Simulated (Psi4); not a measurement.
## Single-point calculation of SiHCl2OF

SiHCl2OF, multiplicity 3, computed with HF/3-21G, UHF (Psi4 1.11).

The geometry is that of the parent species in another charge or spin state. The geometry comes from this level: PBE0-D4/def2-TZVP.

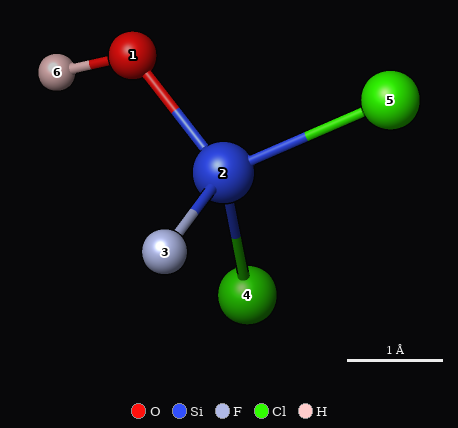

The structure (ball-and-stick view, seen at a tilt; atoms are numbered from 1 in the order of the input). Bond lengths as drawn: Cl–Si 2.01 to 2.03 Å, F–Si 1.58 Å, H–O 0.96 Å and O–Si 1.61 Å.

Summary:

```tsv
quantity	value
outcome	converged
total energy	−1375.786902 hartree
basis functions	59
⟨S²⟩	2.016
dipole moment	2.43 D
hardware	1 thread of Intel Xeon (Granite Rapids), 32 GiB of memory available, shared host
wall time	1.6 s
peak memory	0.2 GiB
```

Input file (input.dat):
```
memory 2.2 GB

molecule {
  0 3
  O     -0.507700     0.453700     1.122500
  Si     0.219500     0.013400    -0.247400
  F      1.583200    -0.726700     0.044400
  Cl    -0.921300    -1.272900    -1.319600
  Cl     0.618000     1.683900    -1.294500
  H     -0.949600    -0.215500     1.648500
  symmetry c1
  no_reorient
  no_com
}

set globals {
  basis 3-21G
  reference uhf
  puream true
  e_convergence 1e-09
  d_convergence 1e-08
  scf_type pk
  maxiter 100
}

e_tot, wfn = energy('hf', return_wfn=True)
```

Command:
```bash
psi4 -i input.dat -o output.dat -n 1
```

Log:
```
Psi4 1.11 release

   => Loading Basis Set <=

    Name: 3-21G
    Role: ORBITAL
    Keyword: BASIS

         ---------------------------------------------------------
                                   SCF
                              UHF Reference
                        1 Threads,   2098 MiB Core
         ---------------------------------------------------------

  ==> Geometry <==

    Molecular point group: c1
    Full point group: C1

    Geometry (in Angstrom), charge = 0, multiplicity = 3:

       Center              X                  Y                   Z               Mass
    ------------   -----------------  -----------------  -----------------  -----------------
         O           -0.507700000000     0.453700000000     1.122500000000    15.994914619570
         SI           0.219500000000     0.013400000000    -0.247400000000    27.976926534650
         F            1.583200000000    -0.726700000000     0.044400000000    18.998403162730
         CL          -0.921300000000    -1.272900000000    -1.319600000000    34.968852682000
         CL           0.618000000000     1.683900000000    -1.294500000000    34.968852682000
         H           -0.949600000000    -0.215500000000     1.648500000000     1.007825032230

  Running in c1 symmetry.

  Rotational constants: A =      0.07923  B =      0.06327  C =      0.04936 [cm^-1]
  Rotational constants: A =   2375.22553  B =   1896.89898  C =   1479.76205 [MHz]
  Nuclear repulsion =  382.547113407934035

  Charge       = 0
  Multiplicity = 3
  Electrons    = 66
  Nalpha       = 34
  Nbeta        = 32

  ==> Algorithm <==

  SCF Algorithm Type is PK.
  DIIS enabled.
  MOM disabled.
  Fractional occupation disabled.
  Guess Type is SAD.
  Energy threshold   = 1.00e-09
  Density threshold  = 1.00e-08
  Integral threshold = 1.00e-12

  ==> Primary Basis <==

  Basis Set: 3-21G
    Blend: 3-21G
    Number of shells: 33
    Number of basis functions: 59
    Number of Cartesian functions: 59
    Spherical Harmonics?: true
    Max angular momentum: 1

  ==> Integral Setup <==

  Using in-core PK algorithm.
   Calculation information:
      Number of atoms:                   6
      Number of AO shells:              33
      Number of primitives:             66
      Number of atomic orbitals:        59
      Number of basis functions:        59

      Integral cutoff                 1.00e-12
      Number of threads:                 1

  Performing in-core PK
  Using 3134670 doubles for integral storage.
  We computed 117102 shell quartets total.
  Whereas there are 157641 unique shell quartets.

  ==> DiskJK: Disk-Based J/K Matrices <==

    J tasked:                  Yes
    K tasked:                  Yes
    wK tasked:                  No
    Memory [MiB]:             1573
    Schwarz Cutoff:          1E-12

  Minimum eigenvalue in the overlap matrix is 2.0251977826E-02.
  Reciprocal condition number of the overlap matrix is 5.7884748974E-03.
    Using symmetric orthogonalization.

  ==> Pre-Iterations <==

  SCF Guess: Superposition of Atomic Densities via on-the-fly atomic UHF (no occupation information).

   -------------------------
    Irrep   Nso     Nmo
   -------------------------
     A         59      59
   -------------------------
    Total      59      59
   -------------------------

  ==> Iterations <==

                        Total Energy        Delta E     RMS |[F,P]|

   @UHF iter SAD: -1375.69010155413093   -1.37569e+03   0.00000e+00
   @UHF iter   1: -1375.63838830756231    5.17132e-02   8.78201e-03 ADIIS/DIIS
   @UHF iter   2: -1375.73611279748411   -9.77245e-02   5.82997e-03 ADIIS/DIIS
   @UHF iter   3: -1375.77674389612434   -4.06311e-02   8.11276e-04 ADIIS/DIIS
   @UHF iter   4: -1375.78314852658286   -6.40463e-03   4.44320e-04 ADIIS/DIIS
   @UHF iter   5: -1375.78529949855101   -2.15097e-03   2.90603e-04 ADIIS/DIIS
   @UHF iter   6: -1375.78683606129835   -1.53656e-03   1.59963e-04 ADIIS/DIIS
   @UHF iter   7: -1375.78744491040948   -6.08849e-04   1.40149e-04 ADIIS/DIIS
   @UHF iter   8: -1375.78768038004887   -2.35470e-04   1.49331e-04 ADIIS/DIIS
   @UHF iter   9: -1375.78701495119958    6.65429e-04   9.71806e-05 DIIS
[... 23 lines of further cycles ...]
   @UHF iter  33: -1375.78690160177666   -2.50111e-12   3.27853e-08 DIIS
   @UHF iter  34: -1375.78690160177030    6.36646e-12   3.13327e-08 DIIS
   @UHF iter  35: -1375.78690160177280   -2.50111e-12   3.18006e-08 DIIS
   @UHF iter  36: -1375.78690160175643    1.63709e-11   2.89907e-08 DIIS
   @UHF iter  37: -1375.78690160175415    2.27374e-12   2.87718e-08 DIIS
   @UHF iter  38: -1375.78690160174324    1.09139e-11   2.63949e-08 DIIS
   @UHF iter  39: -1375.78690160173437    8.86757e-12   2.11963e-08 DIIS
   @UHF iter  40: -1375.78690160172755    6.82121e-12   1.14181e-08 DIIS
   @UHF iter  41: -1375.78690160173369   -6.13909e-12   1.02406e-08 DIIS
   @UHF iter  42: -1375.78690160173574   -2.04636e-12   7.46027e-09 DIIS
  Energy and wave function converged.

  ==> Post-Iterations <==

   @Spin Contamination Metric:   1.560283049E-02
   @S^2 Expected:                2.000000000E+00
   @S^2 Observed:                2.015602830E+00
   @S   Expected:                1.000000000E+00
   @S   Observed:                1.000000000E+00

    Orbital Energies [Eh]
    ---------------------

    Alpha Occupied:

       1A   -104.178464     2A   -104.158641     3A    -68.394957
       4A    -26.158690     5A    -20.479401     6A    -10.578290
       7A    -10.558097     8A     -8.050776     9A     -8.037699
      10A     -8.032100    11A     -8.029694    12A     -8.017663
      13A     -8.012571    14A     -6.212860    15A     -4.304714
      16A     -4.302466    17A     -4.297658    18A     -1.597894
      19A     -1.385233    20A     -1.224977    21A     -1.194201
      22A     -0.807333    23A     -0.726440    24A     -0.688838
      25A     -0.677216    26A     -0.643954    27A     -0.604039
      28A     -0.590794    29A     -0.567487    30A     -0.555996
      31A     -0.549971    32A     -0.533801    33A     -0.526027
      34A     -0.165075

    Alpha Virtual:

      35A      0.197577    36A      0.219580    37A      0.228545
      38A      0.322875    39A      0.392956    40A      0.455005
      41A      0.567772    42A      0.590950    43A      0.694157
      44A      0.712496    45A      0.759660    46A      0.762415
      47A      0.830166    48A      0.838614    49A      0.931160
      50A      0.968775    51A      1.262047    52A      1.846591
      53A      1.870175    54A      2.037177    55A      2.329099
      56A      2.372375    57A      2.419334    58A      3.150544
      59A      3.862872

    Beta Occupied:

       1A   -104.166772     2A   -104.148271     3A    -68.386463
       4A    -26.155214     5A    -20.475663     6A    -10.564818
       7A    -10.546209     8A     -8.025664     9A     -8.024890
      10A     -8.012448    11A     -8.007416    12A     -8.006193
      13A     -7.995060    14A     -6.196694    15A     -4.297171
      16A     -4.291414    17A     -4.289354    18A     -1.587049
      19A     -1.373618    20A     -1.131409    21A     -1.100285
      22A     -0.777818    23A     -0.706805    24A     -0.668064
      25A     -0.658323    26A     -0.606858    27A     -0.561315
      28A     -0.543108    29A     -0.535979    30A     -0.510686
      31A     -0.503421    32A     -0.417939

    Beta Virtual:

      33A     -0.181254    34A      0.184591    35A      0.235045
      36A      0.245742    37A      0.263189    38A      0.335793
      39A      0.430729    40A      0.481288    41A      0.581070
      42A      0.625399    43A      0.726543    44A      0.753068
      45A      0.775603    46A      0.792116    47A      0.852881
      48A      0.884228    49A      0.977942    50A      1.002582
      51A      1.264101    52A      1.850713    53A      1.876852
      54A      2.043580    55A      2.333780    56A      2.373896
      57A      2.430760    58A      3.158377    59A      3.870064

    Final Occupation by Irrep:
              A
    DOCC [    32 ]
    SOCC [     2 ]
    NA   [    34 ]
    NB   [    32 ]

  @UHF Final Energy: -1375.78690160173574

   => Energetics <=

    Nuclear Repulsion Energy =            382.5471134079340345
    One-Electron Energy =               -2668.5516194994174839
    Two-Electron Energy =                 910.2176044897477141
    Total Energy =                      -1375.7869016017357353

  UHF NO Occupations:
  HONO-2 :   32  A 1.9945371
  HONO-1 :   33  A 1.0000000
  HONO-0 :   34  A 1.0000000
  LUNO+0 :   35  A 0.0054629
  LUNO+1 :   36  A 0.0011966
  LUNO+2 :   37  A 0.0006037
  LUNO+3 :   38  A 0.0001825

Computation Completed

Properties will be evaluated at   0.000000,   0.000000,   0.000000 [a0]

Properties computed using the SCF density matrix

 Multipole Moments:

 ------------------------------------------------------------------------------------
     Multipole            Electronic (a.u.)      Nuclear  (a.u.)        Total (a.u.)
 ------------------------------------------------------------------------------------

 L = 1.  Multiply by 2.5417464519 to convert [e a0] to [Debye]
 Dipole X            :        -14.1576290           13.5200456           -0.6375834
 Dipole Y            :         -8.2223079            7.6503672           -0.5719407
 Dipole Z            :         70.1071162          -69.6840288            0.4230873
 Magnitude           :                                                    0.9553176

 ------------------------------------------------------------------------------------

	total time  =          1 seconds =       0.02 minutes

    Psi4 run time: 0:00:00.89
```
